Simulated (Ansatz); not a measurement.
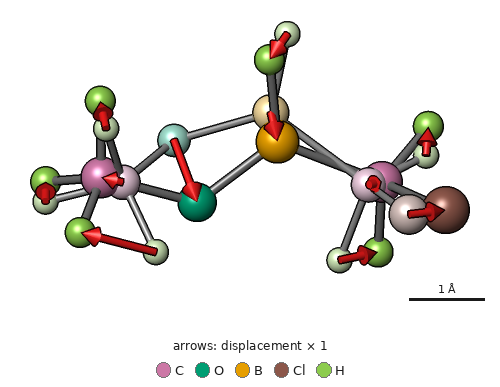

A relaxation of C₂H₆BClO (coarse preliminary run). The starting structure is drawn faded, the final one solid; red arrows show the displacements, at their true length. The two geometries are superimposed by the best rigid fit.

Style: ball-and-stick. Shown face on.

The start comes from a force field.

Level of theory: RKS PBE-D4/def2-SVP in Ansatz.

Input
```yaml
crystal:
  periodic: [false, false, false]
  atoms:
    - {symbol: C, position_ang: [-1.405400, 0.662500, -0.586400]}
    - {symbol: O, position_ang: [-0.711500, -0.412700, -1.019600]}
    - {symbol: B, position_ang: [0.643200, -0.254300, -0.552600]}
    - {symbol: C, position_ang: [1.188400, -0.861000, 0.854300]}
    - {symbol: Cl, position_ang: [1.690300, 0.422600, 1.907100]}
    - {symbol: H, position_ang: [-1.056800, 1.670300, -1.033300]}
    - {symbol: H, position_ang: [-1.477500, 0.775600, 0.517500]}
    - {symbol: H, position_ang: [-2.455700, 0.608400, -0.972100]}
    - {symbol: H, position_ang: [1.477100, 0.316700, -1.169700]}
    - {symbol: H, position_ang: [1.932800, -1.604400, 0.721400]}
    - {symbol: H, position_ang: [0.240300, -1.380700, 1.354100]}
basis:
  gaussian: {orbitals: def2-SVP}
hamiltonian: {xc: pbe, dispersion: d4}
relax: {f_tol: 0.03, max_steps: 200}
```

Run as
```bash
ansatz run in.yaml --threads 4 --pin off --events-out ev --progress --plain --max-ram 10444MiB
```

### What happened in the run?

H7 moves most after the best rigid fit: 1.14 Å. Largest moves by element: H 1.14 Å, O 1.07 Å, Cl 0.56 Å, B 0.46 Å, C 0.31 Å. Among the contacts that change: C4–Cl5 1.734 → 1.826 Å, O2–B3 1.442 → 1.353 Å, C4–H11 1.191 → 1.106 Å, C1–O2 1.351 → 1.421 Å. Bond angles that change, for instance: C1–O2–B3 106.9° → 122.8°, B3–C4–H11 105.0° → 114.6°, B3–C4–Cl5 110.2° → 101.9°. Groups turn about O2–B3 by about 85°, C1–O2 by about 55°. After 11 geometry steps the energy has fallen by 30.5 kcal/mol. Largest force component: 4.7 eV/Å at the start, 0.024 eV/Å at the end.
